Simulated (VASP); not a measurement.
Band structure of MnAg$_{3}$ (space group Fm-3m). These are PBE GGA, VASP's PBE PAW potentials (set 64) (plane waves; VASP) values and carry that method's errors.

The moments were started parallel, and other spin orders were not tried in this run.

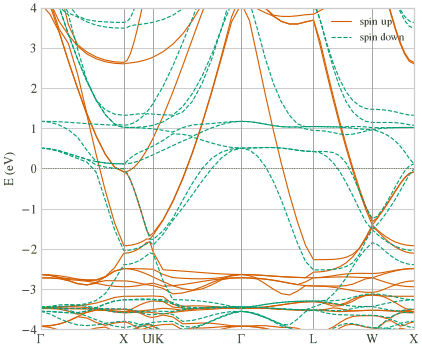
Figure. Bands along high-symmetry lines, zero at the valence-band maximum or, without a gap, the Fermi level

Problem. Read the plot: is there a gap, and where are the band edges?

Solution. It has no gap at this level: it comes out as a metal or semimetal.

The structure was generated: MnAg3 was put into an ordered model structure, which need not be its known phase. The cell was not relaxed at this level. The k-mesh is coarse (spacing up to 0.31 per Å, 2π included), so the numbers may not be converged in it.
